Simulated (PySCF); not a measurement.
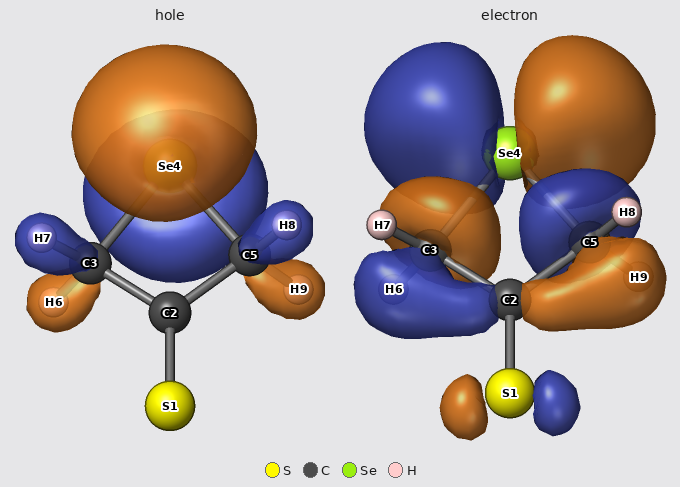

Figure. C₃H₄SSe, SMILES `S=C1C[Se]C1`. Leading natural transition orbital pair of T₃ (TDA triplet states); the surfaces enclose about 85 % of each orbital's density.

Method: CAM-B3LYP/cc-pVDZ; geometry: GFN2-xTB; program: PySCF. No frequency check shows the geometry to be a minimum. GFN2-xTB bond lengths at metals and heavier atoms can be off by up to 0.1 Å and shapes distorted, which carries into these values. Without diffuse functions Rydberg states are missing, so the states' numbers hold for this basis only.

The calculation's input:

```python
import numpy as np
from pyscf import gto, scf, dft, tdscf
from pyscf.scf import atom_ks, atom_hf
from scipy.linalg import block_diag

def solve(mol, dm0=None, hcore=None):
    mf = (dft.UKS if mol.spin else dft.RKS)(mol, xc='camb3lyp')
    mf.grids.level = 3
    mf = mf.density_fit(auxbasis='def2-universal-jkfit')
    mf.conv_tol, mf.max_cycle = 1e-8, 80
    if hcore is not None:
        mf.get_hcore = lambda *args: hcore
    mf.kernel(dm0)
    if not mf.converged:
        mf = mf.newton().run(mf.mo_coeff, mf.mo_occ, max_cycle=30)
    assert mf.converged, 'SCF not converged'
    return mf

mol = gto.M(atom='''
S      2.65168     0.00005     0.00035
C      1.04075    -0.00022    -0.00120
C      0.11456    -1.16928    -0.00017
Se    -1.49451     0.00003     0.00013
C      0.11455     1.16923    -0.00017
H      0.19183    -1.79857    -0.88809
H      0.19168    -1.79860     0.88774
H      0.19185     1.79852     0.88774
H      0.19200     1.79849    -0.88809
''', basis='cc-pvdz', charge=0, spin=0, verbose=4)
mf = solve(mol)
td = mf.TDA()
td.nstates, td.singlet, td.conv_tol = 4, False, 1e-5
td.kernel()
td.analyze()
x, y = np.array([p[0] for p in td.xy]), np.array([p[1] + 0 * p[0] for p in td.xy])
f, mu = np.zeros(len(td.e)), np.zeros((len(td.e), 3))
nto = [td.get_nto(state=i + 1, verbose=4) for i in range(len(td.e))]
# spherically averaged free atoms, for the promolecule
atm = atom_ks.get_atm_nrks(mol, xc='camb3lyp')
pro = block_diag(*[(atm[a[0]][2] * atm[a[0]][3]) @ atm[a[0]][2].T for a in mol._atom])
np.savez('result.npz', e=td.e, f=f, ok=td.converged, w=[n[0] for n in nto], nto=[n[1] for n in nto], x=x, y=y, c=mf.mo_coeff, occ=mf.mo_occ, eps=mf.mo_energy, pro=pro, mu=mu)
```

Command:

```sh
OMP_NUM_THREADS=1 python input.py
```

The run took 2.5 min on 1 thread of Arm Neoverse V2, with other jobs on the host, peak memory 0.62 GiB.

Q: Characterise the state.

A: 3.55 eV (350 nm), spin-forbidden from the singlet ground state, n → σ*; the leading pair carries 100 %; hole on Se4 (85 %), electron on Se4 (59 %) and C3 and C5 (15 % each); their centroids lie 0.3 Å apart. In canonical orbitals it is mainly HOMO → LUMO+1 (98 %). The HOMO–LUMO gap is 6.65 eV.
